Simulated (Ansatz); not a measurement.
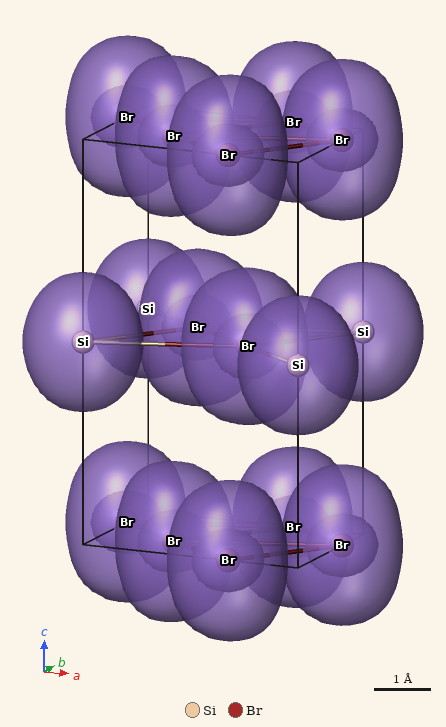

The picture shows: SiBr5. Isosurface of the electron localisation function at 0.7 (purple), seen slightly off an axis. Core shells and regions of very low density are left out. Sticks mark near contacts.

Space group P-62m; a structure generated by program, which may or may not match a known phase; computed without spin polarisation.

These are results of DFT PBE, scalar-relativistic, plane waves, PAW in Ansatz 0.2.0, not measurements.

In a PAW calculation such maps are meaningful between the atoms, not at the nuclei.

What do the ELF domains correspond to?

Answer. The ELF exceeds this value in five regions wrapped around Br (the valence shell of each) and one region wrapped around Si (its valence shell), counted in one cell of 6 atoms. Regions shared between cells count once. Profiles from the grid: Br–Br (2.96 Å): the ELF is about 0.25 at the midpoint. Si–Br (3.04 Å): the ELF peaks at about 0.90 in the valence shell of Si, 0.8 Å from its nucleus, and drops to about 0.35 between the two atoms.
